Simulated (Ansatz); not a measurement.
## Work function of Re(0001): what the settings cost and change

Aim: the work function of Re(0001) across levels of theory at one geometry.

Program: Ansatz 0.2.0. Level of theory: plane-wave DFT, PBE, Ansatz PAW, in the first sound run; inputs show where later runs differ. Results are calculated unless marked as measured.

Experimental background.

For Re (clean (0001) face, a compiled value), “Anisotropic work function of elemental crystals” (2019, arxiv:1902.07811) quotes earlier work: work function (clean (0001) face, a compiled value) 5.15 eV.

## (1) Starting point

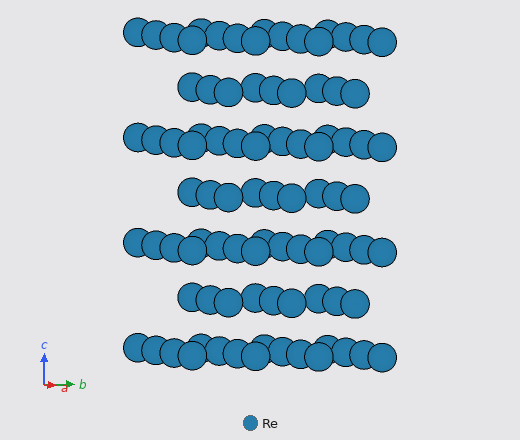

Start, viewed from the side, with the c axis up; rhenium blue. 3×3×1 cells are drawn. Some periodic images of atoms are drawn too.

The cell holds 7 atoms: 7 Re. Its edges and angles: a = 2.760 Å, b = 2.760 Å, c = 31.372 Å, α = 90.0°, β = 90.0°, γ = 60.0°. Vacuum lies along c.

## (2) Run, setting PBE, Ansatz PAW (420 eV)

A work function rests on the faint tail of the density, so the SCF threshold is tight. PBE on the default files comes first; the next runs keep the geometry and change functional or files, each at the cutoff that its files recommend; a relaxation and, for heavy metals, spin-orbit coupling close the ladder.

input.yaml reads:

```yaml
crystal:
  lattice:
    - [2.76, 0.0, 0.0]
    - [1.38, 2.3902301144, 0.0]
    - [0.0, 0.0, 31.3722]
  atoms:
    - { symbol: Re, position: [0.0, 0.0, 0.2868781915] }
    - { symbol: Re, position: [0.6666666667, 0.6666666667, 0.3579187943] }
    - { symbol: Re, position: [0.0, 0.0, 0.4289593972] }
    - { symbol: Re, position: [0.6666666667, 0.6666666667, 0.5] }
    - { symbol: Re, position: [0.0, 0.0, 0.5710406028] }
    - { symbol: Re, position: [0.6666666667, 0.6666666667, 0.6420812057] }
    - { symbol: Re, position: [0.0, 0.0, 0.7131218085] }
kpoints:
  mp_grid: { grid: [17, 17, 1] }
hamiltonian:
  xc: pbe
scf:
  occupations: { method: fermi_dirac, width: 0.1 }
  convergence: { dr2_threshold: 1.0e-09 }
efield:
  axis: 3
  dipole_correction: true
  ramp_position: 0.97
  ramp_width: 0.06
output:
  write_potential: true
  write_density: true
  volumetric_format: npy
  elf: true
```

Started as:

```bash
> ansatz run input.yaml --threads 4 --pin off --max-ram 6144MiB --backend cpu --events-out ev --progress --plain --runs-dir out
```

Numbers of over 12 decimals in the logs are rounded to 6 here.

Output:

```text
Engine: ansatz 0.2.0, x86_64-unknown-linux-gnu
Pseudopotentials: kind: paw
Pseudopotential: Re, paw, valence charge 15, recommended cutoff 420 eV (normal), Re.paw.azcp
Functional definition: PBE
  parameter kappa = 0.804
  parameter beta = 0.066725
  exchange = pbe_x(kappa = kappa, mu = beta*pi^2/3)
  correlation = pbe_c(beta = beta)
Crystal: 7 atoms, lattice volume = 206.964 Å³
Basis set: ecut = 420 eV, 4047 PW (Γ)
Bands: 63, of which v1, the nominal top of the filled ones, is band 53 counted from 1 (52 counted from 0)
Symmetry: 6 space group operations
k-points: 33 of 289 (time reversal used)
Non-local potential: Re, projectors of the file, l = 0: 3, l = 1: 2, l = 2: 2, l = 3: 1
PAW form: soft (Blöchl's): semilocal exchange-correlation on the pseudo side does not see the compensation charge
PAW one-centre angular grid: Re, 590 points (default); XC on 64 Gauss nodes
Initial density: superposition of atomic densities (neutral atoms: chi_scale 0, normalization atom), corrected by the library's trained network
Initial wavefunctions: pseudopotential atomic-orbital guess
Functional: x = pbe(κ = 0.804, μ = 0.219515), c = pbe(β = 0.066725)
SCF iter   1: F=—  HF=-76074.328869 eV  |F-HF|=—  |Δ(HF+E_count)|=         —  Δρ=8.82e-3  dr2=2.13e0  ethr=1.77e-3  p=0.000 e·Å  D=2.51e-13 V/Å  ΔV_dip=-0.00 eV  dr2_dipole=6.10e-7  V_vac-E_F(+/−)=4.99/4.99 eV  ⟨swp⟩=8.1  Hψ=9761  notcnv=0
efield: sawtooth ramp at fractional position 0.9700 (set: `efield.ramp_position`, or a place that a band, a saddle search or an elastic batch's reference lends), width 0.0600; the density the first Hamiltonian is built on has a dipole p = 0.000 e·Å; the dipole correction subtracts the counter field D = 2.51e-13 V/Å, which shifts the + side's vacuum level by -0.00 eV against the − side's; the planar-averaged density in the ramp window peaks in size at 1.1e-5 e/Å³
preconditioner: auto → LDOS  [metal: Δε(μ)=0.029 eV  Ē_g=5.155 eV  σ=0.100 eV  W_gap=0.07  n_scr=24 (ndim 8)  ℏωp=18.1 eV  f_vac=0.458  D(μ)=6.31/eV (n_scr^D=22)  β→1.0]
SCF iter   2: F=—  HF=-76074.296423 eV  |F-HF|=—  |Δ(HF+E_count)|=   3.24e-2  Δρ=2.82e-3  dr2=8.00e-2  ethr=1.77e-3  p=-0.000 e·Å  D=-1.39e-5 V/Å  ΔV_dip=0.00 eV  dr2_dipole=3.46e-7  V_vac-E_F(+/−)=4.98/4.98 eV  ⟨swp⟩=1.9  Hψ=2523  notcnv=0  defer=2
SCF iter   3: F=—  HF=-76074.292474 eV  |F-HF|=—  |Δ(HF+E_count)|=   3.95e-3  Δρ=1.01e-3  dr2=8.01e-3  ethr=7.62e-5  p=-0.000 e·Å  D=-3.82e-6 V/Å  ΔV_dip=0.00 eV  dr2_dipole=3.62e-8  V_vac-E_F(+/−)=5.04/5.04 eV  ⟨swp⟩=2.2  Hψ=3325  notcnv=0  defer=20
SCF iter   4: F=—  HF=-76074.291256 eV  |F-HF|=—  |Δ(HF+E_count)|=   1.22e-3  Δρ=2.56e-4  dr2=2.31e-4  ethr=7.63e-6  p=-0.000 e·Å  D=-2.60e-6 V/Å  ΔV_dip=0.00 eV  dr2_dipole=8.47e-9  V_vac-E_F(+/−)=5.03/5.03 eV  ⟨swp⟩=2.7  Hψ=3341  notcnv=0  defer=20
SCF iter   5: F=—  HF=-76074.291243 eV  |F-HF|=—  |Δ(HF+E_count)|=   1.29e-5  Δρ=7.87e-5  dr2=1.99e-5  ethr=2.20e-7  p=-0.000 e·Å  D=-1.27e-6 V/Å  ΔV_dip=0.00 eV  dr2_dipole=3.71e-10  V_vac-E_F(+/−)=5.03/5.03 eV  ⟨swp⟩=2.8  Hψ=3852  notcnv=0  defer=20
SCF iter   6: F=—  HF=-76074.291245 eV  |F-HF|=—  |Δ(HF+E_count)|=   1.95e-6  Δρ=2.46e-5  dr2=5.47e-6  ethr=1.90e-8  p=-0.000 e·Å  D=-3.98e-7 V/Å  ΔV_dip=0.00 eV  dr2_dipole=6.75e-12  V_vac-E_F(+/−)=5.03/5.03 eV  ⟨swp⟩=2.4  Hψ=3295  notcnv=0  defer=20
SCF iter   7: F=—  HF=-76074.291654 eV  |F-HF|=—  |Δ(HF+E_count)|=   4.08e-4  Δρ=7.59e-6  dr2=2.95e-7  ethr=5.20e-9  p=-0.000 e·Å  D=-1.41e-7 V/Å  ΔV_dip=0.00 eV  dr2_dipole=1.11e-12  V_vac-E_F(+/−)=5.03/5.03 eV  ⟨swp⟩=2.1  Hψ=2782  notcnv=0  defer=1
SCF iter   8: F=—  HF=-76074.291654 eV  |F-HF|=—  |Δ(HF+E_count)|=   8.02e-8  Δρ=2.75e-6  dr2=5.04e-8  ethr=2.81e-10  p=-0.000 e·Å  D=-3.27e-8 V/Å  ΔV_dip=0.00 eV  dr2_dipole=1.40e-13  V_vac-E_F(+/−)=5.03/5.03 eV  ⟨swp⟩=3.5  Hψ=4427  notcnv=0  defer=1
SCF iter   9: F=—  HF=-76074.291654 eV  |F-HF|=—  |Δ(HF+E_count)|=   6.50e-9  Δρ=6.94e-7  dr2=1.33e-9  ethr=4.80e-11  p=-0.000 e·Å  D=-1.03e-8 V/Å  ΔV_dip=0.00 eV  dr2_dipole=1.33e-12  V_vac-E_F(+/−)=5.03/5.03 eV  ⟨swp⟩=2.3  Hψ=3211  notcnv=0  defer=1
SCF iter  10: F=-76074.291654 eV  HF=-76074.291654 eV  |F-HF|=1.46e-10  |Δ(HF+E_count)|=   2.76e-9  Δρ=1.52e-7  dr2=1.49e-10  ethr=1.00e-12  p=0.000 e·Å  D=2.88e-9 V/Å  ΔV_dip=-0.00 eV  dr2_dipole=5.23e-13  V_vac-E_F(+/−)=5.03/5.03 eV  ⟨swp⟩=7.1  Hψ=5692  notcnv=0
SCF 1 converged in 10 iterations: F = -76074.291654 eV  dr2 = 1.49e-10
  greatest PAW one-centre occupation: 1.000 electrons in one spin orbital (limit 2), on the Re atom at site 2 (counted from 0), in its partial waves of l = 0
WARN: The output density's exchange-correlation potential varies sharply where the density is thin. Do not read a vacuum level from v_tot or v_xc, or from such a field of the output density. On a cell that repeats whose density bears no net charge and no dipole along the vacuum's axis use v_es (v_loc + v_h of the components); under efield.dipole_correction with no amplitude use v_es + v_field, which holds any externa [...]
SCF converged after 10 iterations
Free energy (F): -76074.291654 eV
Harris-Foulkes:  -76074.291654 eV  (|F-HF|=1.46e-10)
Internal energy: -76074.082320 eV  (E = F + TS)
E sigma→0 (E₀):  -76074.186987 eV
Entropy (-TS):   -0.209334 eV (-29.905 meV/atom)
Fermi energy:    9.507180 eV
Dipole field:    D = 0.000001 V/Å  (p = 0.000001 e·Å, saw-weighted, corrected)
Work function:   Φ+ = 5.0295 eV   Φ− = 5.0296 eV
Levels:          The Fermi level and band energies are counted from a zero that moves with the ramp; work functions are not
--- Per-component energies (eV) ---
  E_band       = -2019.964644
  E_kinetic    = 3779.552315
  E_local      = -207621.976642  (includes V_loc(G=0)·N_el)
  E_nonlocal   = 342.094190
  E_hartree    = 102303.878031
  E_xc         = -2823.644470
  E_vxc        = -2122.995008  (∫ρ·V_xc dr)
  E_paw        = -60613.172611  (= ΣΔE_a)
  E_vpaw       = -1004.397808  (= ΣTr[D̂ρ^β])
  E_aug_tail   = -0.000531  (compensation charges beyond the density's cutoff)
  E_efield     = 0.000000  (sawtooth field / dipole correction)
  E_vefield    = 0.000000  (∫n·V_field dr)
  E_ewald      = 88559.187399
  E_smearing   = -0.209334  (= −TS)
  E_closure    = -0.000000  (closes the sum)
  Σ components = -76074.291654   (vs F -76074.291654, Δ=0.00e0)
--- Band table (eV; the first three rows and the last of 33) ---
  k-point 0: bands = [... 49 lower, 8.2754, 8.4958, 8.4958, 8.6017, 8.6743, 8.6743, 9.5688, 9.9214, ... 6 higher]
  k-point 1: bands = [... 49 lower, 8.3040, 8.3852, 8.5386, 8.6044, 8.7786, 8.7940, 9.4051, 9.5549, ... 6 higher]
  k-point 2: bands = [... 49 lower, 8.3977, 8.4658, 8.6919, 8.7032, 8.8806, 8.8948, 9.0752, 9.1450, ... 6 higher]
  k-point 32: bands = [... 49 lower, 8.1116, 9.3225, 9.3695, 9.5221, 10.2152, 11.3080, 11.5802, 11.5844, ... 6 higher]
```

Wall time 44 s (4 threads of AMD EPYC 7R43, shared host); peak memory 0.88 GiB; 99 s of CPU time.

Numbers from this step:

* energy at zero smearing: -76074.1870 eV
* work function, upper face: 5.030 eV

Running mean over 2.2287 Å of the planar mean; the ramp of the sawtooth is left out. Table of electron's electrostatic potential energy less the Fermi level by z:

```csv
z (Å),electron's electrostatic potential energy less the Fermi level (eV)
4,5.03
6,4.91
8,-6.20
10,-13.4
12,-13.5
14,-13.4
16,-13.4
18,-13.5
20,-13.5
22,-13.3
24,1.21
26,5.00
28,5.03
```

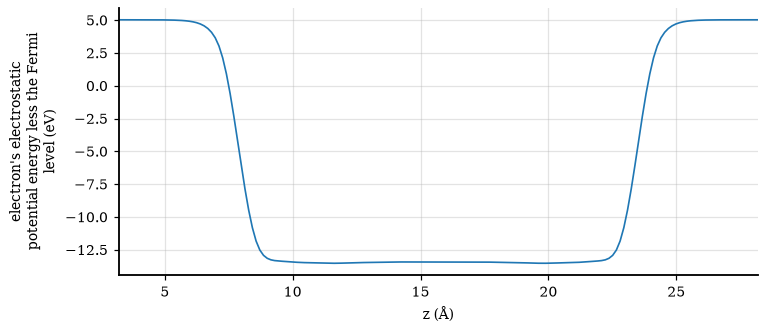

Electron's electrostatic potential energy less the Fermi level against z.

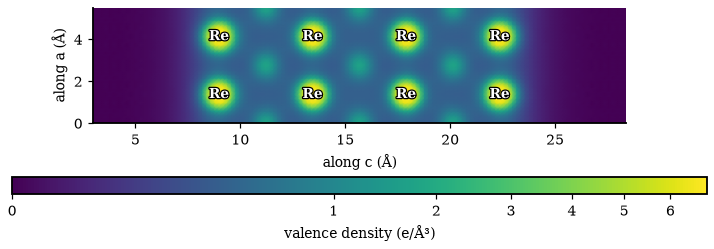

Valence density in the ca plane at fractional y = 0.000, with atoms of Re within 0.2 Å of it. It is the smooth field of the valence electrons, not physical close to the nuclei. The map starts off the cell's origin, so that atoms lie inside it. The colour scale is stretched toward low values. The far vacuum is left out of the map.

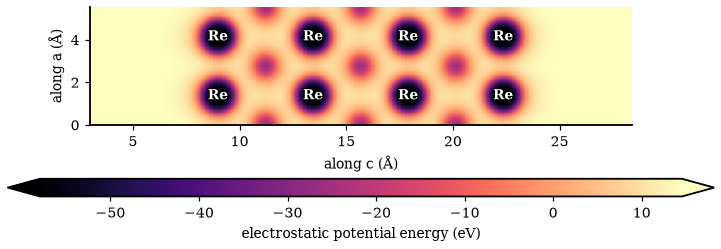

Electrostatic potential energy in the ca plane at fractional y = 0.000, with atoms of Re within 0.2 Å of it. With pseudopotentials it is smooth inside the atoms' cores, unlike the true potential. The map starts off the cell's origin, so that atoms lie inside it. The far vacuum is left out of the map.

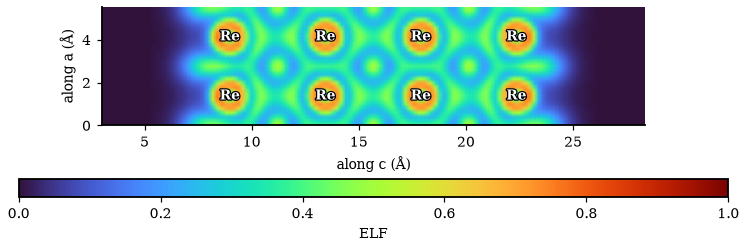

ELF in the ca plane at fractional y = 0.000, with atoms of Re within 0.2 Å of it. It is the smooth field of the valence electrons, not physical close to the nuclei. The map starts off the cell's origin, so that atoms lie inside it. The far vacuum is left out of the map.

The work function is 5.030 eV.

## (3) Run

This step: plane-wave DFT, LDA, Ansatz PAW (Ansatz 0.2.0).

Changes to input.yaml since step 2:

```diff
@@ -16,3 +16,3 @@
 hamiltonian:
-  xc: pbe
+  xc: lda
 scf:
@@ -29,2 +29 @@
   volumetric_format: npy
-  elf: true
```

Output:

```text
[...]
Crystal: 7 atoms, lattice volume = 206.964 Å³
Basis set: ecut = 420 eV, 4047 PW (Γ)
Bands: 63, of which v1, the nominal top of the filled ones, is band 53 counted from 1 (52 counted from 0)
Symmetry: 6 space group operations
k-points: 33 of 289 (time reversal used)
[...]
k-point 0: bands = [... 49 lower, 7.9234, 8.1447, 8.1447, 8.3030, 8.3236, 8.3236, 9.2864, 9.5650, ... 6 higher]
  k-point 1: bands = [... 49 lower, 7.9580, 8.0334, 8.1911, 8.2536, 8.4434, 8.4574, 9.1090, 9.2541, ... 6 higher]
  k-point 2: bands = [... 49 lower, 8.0479, 8.1186, 8.3520, 8.3761, 8.5451, 8.5585, 8.7550, 8.7948, ... 6 higher]
  k-point 32: bands = [... 49 lower, 7.8012, 8.9886, 9.0374, 9.1809, 9.8665, 10.9564, 11.2170, 11.2208, ... 6 higher]
[key lines of the parts left out:]
SCF converged after 9 iterations
Free energy (F): -74250.732727 eV
Fermi energy:    9.176160 eV
Dipole field:    D = -0.000002 V/Å  (p = -0.000002 e·Å, saw-weighted, corrected)
Work function:   Φ+ = 5.3318 eV   Φ− = 5.3318 eV
```

It took 35 s on 4 threads; peak memory 0.87 GiB; 81 s of CPU time.

The work function is 5.332 eV, +0.302 eV from the run “PBE, Ansatz PAW (420 eV)”, at 0.82 times its CPU time.

## (4) Run

This step: plane-wave DFT, PBEsol, Ansatz PAW (Ansatz 0.2.0).

Changes to input.yaml since step 3:

```diff
@@ -16,3 +16,3 @@
 hamiltonian:
-  xc: lda
+  xc: pbesol
 scf:
```

Output:

```text
[...]
Crystal: 7 atoms, lattice volume = 206.964 Å³
Basis set: ecut = 420 eV, 4047 PW (Γ)
Bands: 63, of which v1, the nominal top of the filled ones, is band 53 counted from 1 (52 counted from 0)
Symmetry: 6 space group operations
k-points: 33 of 289 (time reversal used)
[...]
k-point 0: bands = [... 49 lower, 8.1218, 8.3433, 8.3433, 8.4540, 8.5234, 8.5234, 9.4265, 9.7714, ... 6 higher]
  k-point 1: bands = [... 49 lower, 8.1518, 8.2318, 8.3873, 8.4522, 8.6297, 8.6433, 9.2610, 9.4101, ... 6 higher]
  k-point 2: bands = [... 49 lower, 8.2452, 8.3143, 8.5441, 8.5502, 8.7325, 8.7434, 8.9281, 8.9949, ... 6 higher]
  k-point 32: bands = [... 49 lower, 7.9672, 9.1756, 9.2231, 9.3733, 10.0655, 11.1599, 11.4307, 11.4350, ... 6 higher]
[key lines of the parts left out:]
SCF converged after 9 iterations
Free energy (F): -75158.127121 eV
Fermi energy:    9.358873 eV
Dipole field:    D = -0.000001 V/Å  (p = -0.000001 e·Å, saw-weighted, corrected)
Work function:   Φ+ = 5.1467 eV   Φ− = 5.1467 eV
```

Run time: 34 s. Hardware: 4 threads; peak memory 0.88 GiB.

The work function is 5.147 eV, +0.117 eV from the run “PBE, Ansatz PAW (420 eV)”, at 0.81 times its CPU time.

## (5) Run

This step: plane-wave DFT, RPBE, Ansatz PAW (Ansatz 0.2.0).

Changes to input.yaml since step 4:

```diff
@@ -16,3 +16,3 @@
 hamiltonian:
-  xc: pbesol
+  xc: rpbe
 scf:
```

Output:

```text
[...]
Crystal: 7 atoms, lattice volume = 206.964 Å³
Basis set: ecut = 420 eV, 4047 PW (Γ)
Bands: 63, of which v1, the nominal top of the filled ones, is band 53 counted from 1 (52 counted from 0)
Symmetry: 6 space group operations
k-points: 33 of 289 (time reversal used)
[...]
k-point 0: bands = [... 49 lower, 8.3924, 8.6121, 8.6121, 8.7140, 8.7906, 8.7906, 9.6785, 10.0384, ... 6 higher]
  k-point 1: bands = [... 49 lower, 8.4210, 8.5021, 8.6545, 8.7206, 8.8925, 8.9103, 9.5162, 9.6612, ... 6 higher]
  k-point 2: bands = [... 49 lower, 8.5143, 8.5816, 8.7995, 8.8198, 8.9968, 9.0107, 9.1901, 9.2609, ... 6 higher]
  k-point 32: bands = [... 49 lower, 8.2149, 9.4350, 9.4818, 9.6362, 10.3302, 11.4232, 11.7033, 11.7079, ... 6 higher]
[key lines of the parts left out:]
SCF converged after 10 iterations
Free energy (F): -76164.964936 eV
Fermi energy:    9.619199 eV
Dipole field:    D = 0.000001 V/Å  (p = 0.000001 e·Å, saw-weighted, corrected)
Work function:   Φ+ = 4.8859 eV   Φ− = 4.8860 eV
```

Wall time 37 s (4 threads); peak memory 0.88 GiB.

The work function is 4.886 eV, -0.144 eV from the run “PBE, Ansatz PAW (420 eV)”, at 0.90 times its CPU time.

## (6) Run

This step: plane-wave DFT, r2SCAN, Ansatz PAW (Ansatz 0.2.0).

Changes to input.yaml since step 5:

```diff
@@ -16,3 +16,3 @@
 hamiltonian:
-  xc: rpbe
+  xc: r2scan
 scf:
```

Output:

```text
[...]
Crystal: 7 atoms, lattice volume = 206.964 Å³
Basis set: ecut = 500 eV, 5071 PW (Γ), exchange–correlation on 96×96×960 points (64 copies of the dense FFT grid, shifted against one another)
Bands: 63, of which v1, the nominal top of the filled ones, is band 53 counted from 1 (52 counted from 0)
Symmetry: 6 space group operations
[...]
k-point 0: bands = [... 49 lower, 8.1146, 8.3365, 8.3365, 8.4119, 8.5264, 8.5264, 9.3907, 9.8310, ... 6 higher]
  k-point 1: bands = [... 49 lower, 8.1434, 8.2291, 8.3799, 8.4495, 8.6125, 8.6506, 9.2360, 9.3832, ... 6 higher]
  k-point 2: bands = [... 49 lower, 8.2467, 8.3080, 8.4976, 8.5607, 8.7300, 8.7530, 8.9257, 9.0145, ... 6 higher]
  k-point 32: bands = [... 49 lower, 7.8581, 9.1787, 9.2241, 9.4061, 10.1464, 11.2893, 11.6148, 11.6205, ... 6 higher]
[key lines of the parts left out:]
SCF converged after 10 iterations
Free energy (F): -76163.272703 eV
Fermi energy:    9.377512 eV
Dipole field:    D = 0.000003 V/Å  (p = 0.000004 e·Å, saw-weighted, corrected)
Work function:   Φ+ = 5.0953 eV   Φ− = 5.0954 eV
```

It took 68 s on 4 threads; peak memory 1.4 GiB.

The work function is 5.095 eV, +0.066 eV from the run “PBE, Ansatz PAW (420 eV)”, at 1.6 times its CPU time.

## (7) Slab

This step: plane-wave DFT, PBE, JTH PAW (Ansatz 0.2.0).

Changes to input.yaml since step 6:

```diff
@@ -16,3 +16,4 @@
 hamiltonian:
-  xc: r2scan
+  xc: pbe
+  pseudopotentials: { kind: paw, source: jth }
 scf:
```

Output:

```text
[...]
k-point 0: bands = [... 49 lower, 8.0603, 8.2802, 8.2802, 8.3754, 8.4591, 8.4591, 9.3418, 9.7053, ... 6 higher]
  k-point 1: bands = [... 49 lower, 8.0877, 8.1698, 8.3226, 8.3886, 8.5571, 8.5785, 9.1804, 9.3304, ... 6 higher]
  k-point 2: bands = [... 49 lower, 8.1822, 8.2504, 8.4703, 8.4871, 8.6603, 8.6785, 8.8547, 8.9289, ... 6 higher]
  k-point 32: bands = [... 49 lower, 7.8901, 9.1033, 9.1499, 9.3047, 9.9993, 11.0918, 11.3634, 11.3676, ... 6 higher]
[key lines of the parts left out:]
SCF converged after 11 iterations
Free energy (F): -75772.707685 eV
Fermi energy:    9.287379 eV
Dipole field:    D = 0.000001 V/Å  (p = 0.000001 e·Å, saw-weighted, corrected)
Work function:   Φ+ = 5.0309 eV   Φ− = 5.0309 eV
```

Wall time 2.6 min (4 threads); peak memory 3.3 GiB; 6.9 min of CPU time.

The work function is 5.031 eV, +0.001 eV from the run “PBE, Ansatz PAW (420 eV)”, at 4.2 times its CPU time.

## (8) Slab

This step: plane-wave DFT, PBE, norm-conserving (Ansatz 0.2.0).

Changes to input.yaml since step 7:

```diff
@@ -17,3 +17,3 @@
   xc: pbe
-  pseudopotentials: { kind: paw, source: jth }
+  pseudopotentials: { kind: nc }
 scf:
```

Output:

```text
[...]
Crystal: 7 atoms, lattice volume = 206.964 Å³
Basis set: ecut = 979.609905 eV, 14279 PW (Γ)
Bands: 63, of which v1, the nominal top of the filled ones, is band 53 counted from 1 (52 counted from 0)
Symmetry: 6 space group operations
k-points: 33 of 289 (time reversal used)
[...]
k-point 0: bands = [... 49 lower, 8.3823, 8.6029, 8.6029, 8.7103, 8.7817, 8.7817, 9.6787, 10.0289, ... 6 higher]
  k-point 1: bands = [... 49 lower, 8.4111, 8.4922, 8.6458, 8.7116, 8.8867, 8.9014, 9.5143, 9.6646, ... 6 higher]
  k-point 2: bands = [... 49 lower, 8.5049, 8.5730, 8.8005, 8.8102, 8.9885, 9.0023, 9.1834, 9.2525, ... 6 higher]
  k-point 32: bands = [... 49 lower, 8.2190, 9.4304, 9.4775, 9.6296, 10.3223, 11.4155, 11.6879, 11.6921, ... 6 higher]
[key lines of the parts left out:]
SCF converged after 9 iterations
Free energy (F): -16510.133051 eV
Fermi energy:    9.615390 eV
Dipole field:    D = 0.000001 V/Å  (p = 0.000001 e·Å, saw-weighted, corrected)
Work function:   Φ+ = 5.0291 eV   Φ− = 5.0292 eV
```

It took 2 min on 4 threads; peak memory 2.1 GiB.

The work function is 5.029 eV, -0.000 eV from the run “PBE, Ansatz PAW (420 eV)”, at 3.4 times its CPU time.

[end of part 1 of 2]

[Logs are printed without paths, hosts, clocks, repeated set-up lines and the standing remarks that a program may print on its own settings, such as how far it seeks lower states.]

[Hosts, paths, dates, database ids (printed as entryN), source tags and the programs' standing remarks are cut or masked in the printed files.]

[Maps of the electrostatic potential energy from Ansatz leave out the sawtooth potential of an applied field or a dipole correction, so their vacuum need not be flat; planar profiles and work functions include it.]
